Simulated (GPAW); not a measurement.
## Optical response of Si2Mo

Aim: the dielectric function of Si2Mo, and the optical constants that follow from it. The cell comes from an older database entry, whose edges can differ from later determinations, mostly by under a per cent.

Calculated with GPAW 26.7.0; DFT, LDA, plane-wave PAW (GPAW data sets), scalar-relativistic, RPA, optical limit.

The database entry behind the starting cell is an old determination (1927), so it need not match the best structure at ambient conditions.

**1. Starting point**

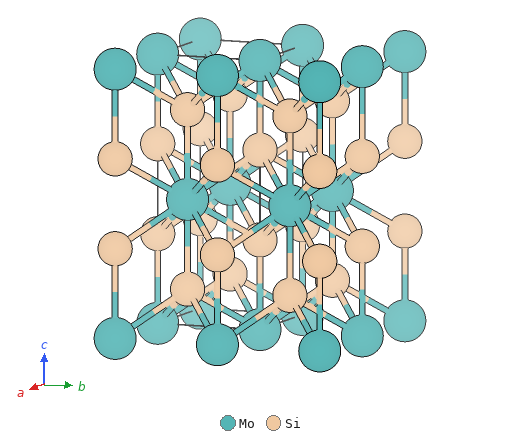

Start, viewed slightly off an axis; molybdenum teal, silicon light orange. 2×2×1 cells are drawn. This picture shows the conventional cell, with its axes. Some periodic images of atoms are drawn too.

Coordinates:

```xyz
3
Lattice="-1.6000 1.6000 3.9305 1.6000 -1.6000 3.9305 1.6000 1.6000 -3.9305" Properties=species:S:1:pos:R:3 pbc="T T T"
Mo    0.0000    0.0000    0.0000
Si    0.0000    0.0000    5.2433
Si    0.0000    0.0000    2.6177
```

**2. Bands for the response**

At the fixed density, many empty bands are solved on the mesh of the response, since the spectrum sums over them.

This step: DFT, LDA, plane-wave PAW (GPAW data sets), scalar-relativistic, bands at fixed density (GPAW 26.7.0).

nscf.py

```python
from ase.dft.bandgap import bandgap
from gpaw import GPAW, FermiDirac

calc = GPAW('gs.gpw').fixed_density(kpts={'size': (13, 13, 13), 'gamma': True}, nbands=48, convergence={'bands': 42},
                                    occupations=FermiDirac(0.05), txt='nscf.txt')
print('gap (eV)', bandgap(calc, output=None)[0])
print('direct gap (eV)', bandgap(calc, direct=True, output=None)[0])
print('top band over the Fermi level (eV)', min(calc.get_eigenvalues(kpt=k)[41] for k in range(len(calc.get_ibz_k_points()))) - calc.get_fermi_level())
calc.write('full.gpw', mode='all')
```

The run is started by

```console
> OMP_NUM_THREADS=1 python nscf.py
```

Numbers of over 12 decimals in the logs are rounded to 6 here.

What it wrote:

```text
Diagonalizing LCAO Hamiltonian
Converting LCAO to pw mode
convergence criteria:
- Maximum integral of absolute [eigenst]ate change: 4e-08 eV^2 / valence electron
maximum number of iterations: 150

SCF iterations
|iter     |      energy | eigst |  dens |
|iter:   1||             | +3.55 |       |
|iter:   2||             | +2.21 |       |
|iter:   3||             | +1.23 |       |
|iter:   4||             | +0.11 |       |
|iter:   5||             | -0.92 |       |
|iter:   6||             | -1.95 |       |
|iter:   7||             | -2.85 |       |
|iter:   8||             | -3.88 |       |
|iter:   9||             | -4.77 |       |
|iter:  10||             | -5.79 |       |
|iter:  11||             | -6.62 |       |
|iter:  12||             | -7.31 |       |
|iter:  13||             | -7.84c|       |
SCF steps: 13
  __  _  _
 | _ |_)|_||  |
 |__||  | ||/\| - 26.7.0

Versions:
  Python: 3.12.14
  ASE:    3.29.0
  Numpy:  2.5.5
  Scipy:  1.18.1
  Libxc:  7.0.0

Input parameters:
  mode=PW(ecut=500.0),
  convergence={'bands': 42},
  gpts=array([24, 24, 24]),
  kpts=MonkhorstPack(size=(13, 13, 13), gamma=True),
  maxiter=150,
  nbands=48,
  occupations=Occupations(name='fermi-dirac', width=0.05, fixmagmom=False),
  parallel={},
  xc=XC(name='LDA')

--- standard output ---
gap (eV) 0.0
direct gap (eV) 0.0
top band over the Fermi level (eV) 33.400650
```

Elapsed: 5.4 min, on 1 thread of Arm Neoverse V1, shared host; peak memory 0.37 GiB.

**3. Dielectric function, RPA**

Transitions between filled and empty bands, summed over the zone, give the optical response, so mesh, band count and broadening shape it.

The induced potential is part of this response.

This step: DFT, LDA, plane-wave PAW (GPAW data sets), scalar-relativistic, RPA, optical limit (GPAW 26.7.0).

df.py

```python
from gpaw.response.df import DielectricFunction

df = DielectricFunction('full.gpw', frequencies={'type': 'nonlinear', 'domega0': 0.03, 'omega2': 8},
                        ecut=50,
                        eta=0.15,
                        nbands=42,
                        rate=0.05,
                        txt='df.txt')
for direction in ['x', 'z']:
    df.get_dielectric_function(xc='RPA', direction=direction, filename=f'df_{direction}.csv')
```

The run is started by

```console
> OMP_NUM_THREADS=1 python df.py
```

What it wrote:

```text
Using integrator: PointIntegrator
NonLinearFrequencyDescriptor(from 0.000 to 99.342 eV, 540 points)
Nonperiodic BCs:  [False False False]
Using integrator: PointIntegrator
NonLinearFrequencyDescriptor(from 0.000 to 99.342 eV, 540 points)
Nonperiodic BCs:  [False False False]
Using integrator: PointIntegrator

Calculating chi0 body with:
    Ground state adapter containing:
    Number of spins: 1
    Number of kpoints: 2197
    Number of irreducible kpoints: 196
    Number of completely occupied states: 10
    Number of partially occupied states: 13

    Linear response parametrization:
    q_c: [0.0, 0.0, 0.0]
    Number of frequency points: 540
    Planewave cutoff: 50.0
    Number of bands: 42
    Number of planewaves: 33
    Broadening (eta): 0.15

Integrating chi0 body.

Symmetries of q_c:
    Direct symmetries (Uq -> q): 16
    Indirect symmetries (TUq -> q): 0
In total 16 allowed symmetries.

196 groups of equivalent kpoints. 91.078744% reduction.

Integral kind: spectral function

Calculating chi0 optical extensions with:
    Ground state adapter containing:
    Number of spins: 1
    Number of kpoints: 2197
    Number of irreducible kpoints: 196
    Number of completely occupied states: 10
    Number of partially occupied states: 13

    Linear response parametrization:
    Number of frequency points: 540
    Planewave cutoff: 50.0
    Number of bands: 42
    Number of planewaves: 33
    Broadening (eta): 0.15
Integrating chi0 head and wings.

Symmetries of q_c:
    Direct symmetries (Uq -> q): 16
    Indirect symmetries (TUq -> q): 0
In total 16 allowed symmetries.

196 groups of equivalent kpoints. 91.078744% reduction.

Integral kind: spectral function wings

Calculating drude chi0 with:
    Number of frequency points:540
    Plasma frequency decay rate: 0.05 eV

    Ground state adapter containing:
    Number of spins: 1
    Number of kpoints: 2197
    Number of irreducible kpoints: 196
    Number of completely occupied states: 10
    Number of partially occupied states: 13

Symmetries of q_c:
    Direct symmetries (Uq -> q): 16
    Indirect symmetries (TUq -> q): 0
In total 16 allowed symmetries.

196 groups of equivalent kpoints. 91.078744% reduction.

Integral kind: intraband
Plasma frequency:
[[1.7 +0.j 0.  +0.j 0.  +0.j]
 [0.  +0.j 1.7 +0.j 0.  +0.j]
 [0.  -0.j 0.  +0.j 2.36+0.j]]
```

Run time: 64 s. Hardware: 1 thread; peak memory 0.27 GiB.

Some rows of df_x.csv (energy; Re and Im without local fields; Re and Im with them):

```text
0.000000, 1181.644629, 0.000000, 1181.115882, 0.000000
0.460735, 8.067905, 4.981238, 7.559795, 4.946565
0.943989, 17.641747, 3.114002, 17.102216, 3.095360
1.451455, 18.848865, 5.235288, 18.203306, 5.152289
1.984998, 23.073035, 7.018954, 22.177848, 6.648739
2.546682, 22.329630, 12.963026, 21.719518, 12.044539
3.138794, 20.778832, 14.970923, 20.664978, 14.133892
3.763875, 16.992423, 28.565098, 17.474348, 27.288118
4.424758, 2.762744, 22.246154, 3.489260, 21.978901
5.124608, 3.925217, 23.030802, 4.905308, 23.109426
5.866977, -5.066656, 22.160135, -4.569263, 22.360873
6.655862, -9.210546, 12.978108, -9.157630, 13.297915
7.495775, -8.547501, 7.132123, -8.694620, 7.335794
8.391833, -6.712390, 4.790843, -6.893880, 4.780998
9.349861, -5.563916, 3.375579, -5.573671, 3.319670
10.376517, -4.006641, 1.844509, -4.032926, 1.821337
11.479449, -2.923946, 1.445077, -2.941976, 1.410182
12.667487, -2.213196, 0.901408, -2.225171, 0.879823
13.950874, -1.644266, 0.709049, -1.649774, 0.695718
```

Sum at mesh points, not converged in k. Im ε against photon energy; read off at these points:

| photon energy (eV) | E ∥ x | E ∥ z |
| --- | --- | --- |
| 0.50 | 4.43 | 5.09 |
| 1.00 | 3.16 | 3.79 |
| 1.50 | 4.77 | 8.44 |
| 2.00 | 6.77 | 17.6 |
| 2.50 | 11.8 | 37.3 |
| 2.59 | 12.4 | 38.5 |
| 3.00 | 14.5 | 29.9 |
| 3.50 | 21.6 | 23.5 |
| 3.89 | 29.3 | 20.8 |
| 4.00 | 27.9 | 18.6 |
| 4.50 | 21.1 | 15.2 |
| 5.00 | 20.6 | 14.0 |
| 5.22 | 23.8 | 17.0 |
| 5.50 | 22.6 | 17.7 |
| 6.00 | 21.4 | 20.3 |
| 6.50 | 14.6 | 17.6 |
| 7.00 | 11.3 | 13.7 |
| 7.50 | 7.32 | 9.60 |
| 8.00 | 6.06 | 5.96 |
| 8.50 | 4.43 | 4.22 |
| 9.00 | 4.09 | 3.41 |
| 9.50 | 3.00 | 2.64 |
| 10.00 | 2.20 | 1.97 |
| 10.50 | 1.71 | 1.49 |
| 11.00 | 1.63 | 1.15 |
| 11.50 | 1.41 | 0.908 |
| 12.00 | 1.23 | 0.842 |
| 12.50 | 0.930 | 0.655 |
| 13.00 | 0.908 | 0.622 |
| 13.50 | 0.741 | 0.573 |

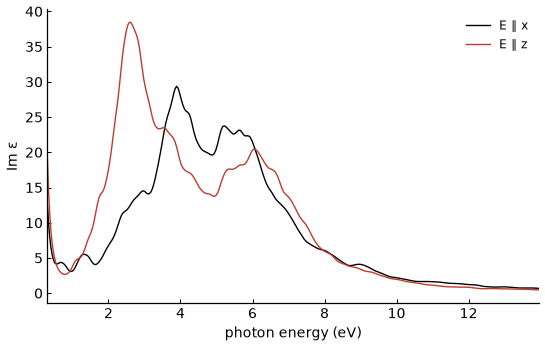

Im ε against photon energy.

Values under 1 per cm are given as 1; sum at mesh points, not converged in k. Table of absorption coefficient by photon energy:

```csv
photon energy (eV),E ∥ x (1/cm),E ∥ z (1/cm)
1,37646,40128
2,1.4e5,2.9e5
3,4.7e5,1.1e6
4,1.3e6,1.3e6
5,1.4e6,1.2e6
6,2.3e6,2.0e6
7,2.5e6,2.5e6
8,2.3e6,2.5e6
9,2.3e6,2.4e6
10,2.2e6,2.3e6
11,2.1e6,2.2e6
12,2.0e6,2.0e6
13,1.9e6,1.9e6
```

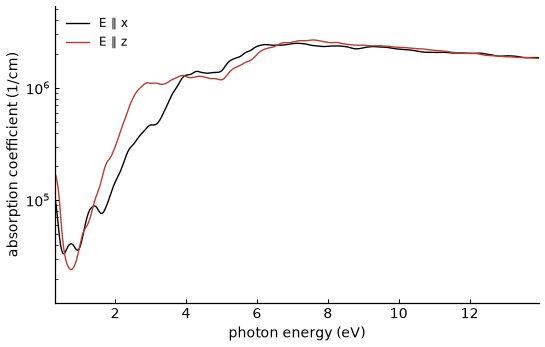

Absorption coefficient, plotted against photon energy.

Sum at mesh points, not converged in k. The reflectivity at normal incidence by photon energy; read off at these points:

| photon energy (eV) | E ∥ x (%) | E ∥ z (%) |
| --- | --- | --- |
| 1.0 | 38.6 | 44.3 |
| 2.0 | 43.5 | 53.1 |
| 2.8 | 46.1 | 59.8 |
| 3.0 | 46.1 | 58.1 |
| 4.0 | 55.2 | 53.3 |
| 5.0 | 50.5 | 44.0 |
| 6.0 | 61.7 | 54.7 |
| 7.0 | 66.0 | 64.5 |
| 8.0 | 66.6 | 72.1 |
| 8.6 | 69.2 | 73.3 |
| 9.0 | 65.5 | 73.1 |
| 9.8 | 72.0 | 76.1 |
| 10.0 | 71.4 | 75.8 |
| 11.0 | 68.2 | 78.2 |
| 12.0 | 68.4 | 77.0 |
| 12.3 | 70.0 | 79.4 |
| 12.4 | 71.3 | 79.0 |
| 13.0 | 67.7 | 75.5 |

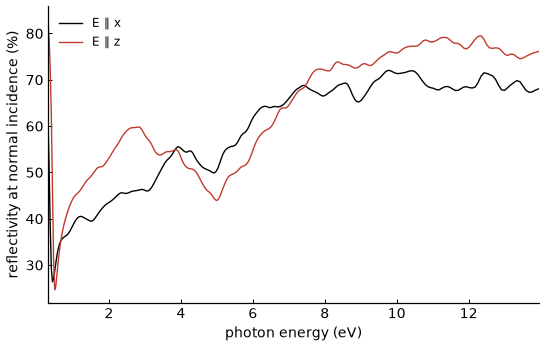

Reflectivity at normal incidence against photon energy.

The loss function −Im 1/ε at q → 0 has structure finer than the step of the table below, so its rows give means over 1 eV, whole bins alone (the curve runs from 0.305 to 14.0 eV). Peaks (eV: height): E ∥ x 0.4: 0.124; E ∥ z 0.5: 0.156, 4.9: 0.0703.

Sum at mesh points, not converged in k. Loss function −Im 1/ε at q → 0 against energy loss; means over each step:

```csv
energy loss (eV),E ∥ x,E ∥ z
1,0.0153,0.0123
2,0.0133,0.0127
3,0.0218,0.0320
4,0.0326,0.0523
5,0.0451,0.0634
6,0.0439,0.0514
7,0.0520,0.0488
8,0.0655,0.0508
9,0.0807,0.0632
10,0.0862,0.0682
11,0.120,0.0769
12,0.141,0.0986
13,0.173,0.137
```

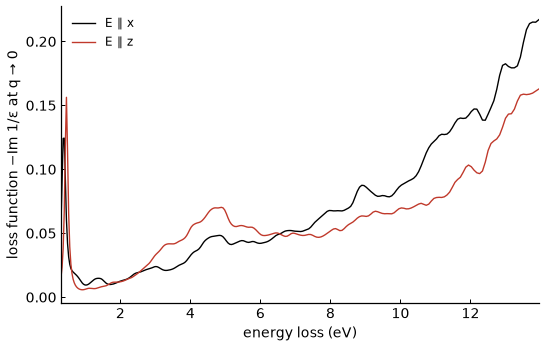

Loss function −Im 1/ε at q → 0, plotted against energy loss.

Sum at mesh points, not converged in k. Table of Im ε, E ∥ x by photon energy; read off at these points:

```
photon energy (eV)  without local fields  with local fields
              0.50                  4.47               4.43
              1.00                  3.18               3.16
              1.50                  4.86               4.77
              2.00                  7.15               6.77
              2.50                  12.7               11.8
              3.00                  15.4               14.5
              3.50                  22.8               21.6
              3.89                  30.4               29.3
              4.00                  28.7               27.9
              4.50                  21.4               21.1
              5.00                  20.8               20.6
              5.17                  23.4               23.6
              5.50                  22.4               22.6
              6.00                  21.1               21.4
              6.50                  14.2               14.6
              7.00                  11.0               11.3
              7.50                  7.12               7.32
              8.00                  5.98               6.06
              8.50                  4.46               4.43
              9.00                  4.19               4.09
              9.50                  3.04               3.00
             10.00                  2.22               2.20
             10.50                  1.73               1.71
             11.00                  1.66               1.63
             11.50                  1.44               1.41
             12.00                  1.26               1.23
             12.50                 0.952              0.930
             13.00                 0.935              0.908
             13.50                 0.756              0.741
```

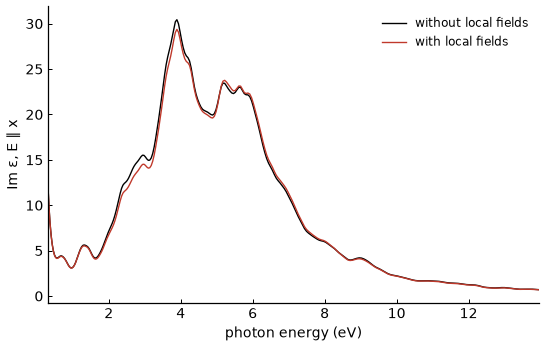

Im ε, E ∥ x against photon energy.

At chosen wavelengths:

```csv
wavelength (nm),n x,k x,R (%) x,1/α x,n z,k z,R (%) z,1/α z
1064,4.42,0.524,40.4,162 nm,5.14,0.477,45.8,178 nm
800,4.33,0.505,39.6,126 nm,5.66,0.810,49.7,79 nm
633,4.75,0.676,43.3,75 nm,5.95,1.387,52.6,36 nm
405,4.71,1.507,46.0,21 nm,4.01,3.540,57.4,9.1 nm
308,4.30,3.186,55.0,7.7 nm,2.97,3.065,52.8,8.0 nm
248,3.68,2.798,50.5,7.1 nm,3.00,2.329,44.0,8.5 nm
193,2.06,3.685,64.1,4.2 nm,2.54,3.529,59.4,4.4 nm
```

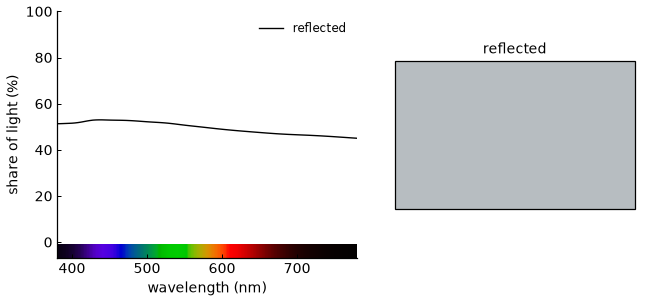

Light reflected across the visible range, with the colour that it makes of daylight (sRGB).

A polished face would reflect 50 % of daylight and look light grey (CIE x = 0.305, y = 0.325 under D65).

**4. What came out**

**Reading.** At this level (LDA, RPA) Si2Mo is a metal. The mesh is too coarse to trust the carriers' weight, the reflectivity or the colour to better than tens of per cent. A polished face would reflect 50 % of daylight and look light grey (CIE x = 0.305, y = 0.325 under D65). The carriers' damping of 0.05 eV is typed, not computed; it shapes the response at the lowest energies. In this version of GPAW the matrix elements of the optical limit are incomplete, which can lower ε − 1 by up to a tenth where first-row anions or d states rule, and shift it by more in d metals. GPAW's carrier term has the form −ωp²/(ω + i·rate)², which damps like twice the rate and fails at low energy, so the curves leave the lowest energies out. The sum runs over mesh points 0.21 Å⁻¹ apart with no interpolation, so peaks are partly noise of the mesh, and the Drude plasma energy, a sum over the Fermi surface, isn't converged.

[Machine, clock and banner lines and Python warnings are left out of the logs.]

[Logs are printed without paths, hosts, clocks, repeated set-up lines and the standing remarks that a program may print on its own settings, such as how far it seeks lower states.]

[Hosts, paths, dates, database ids (printed as entryN), source tags and the programs' standing remarks are cut or masked in the printed files.]
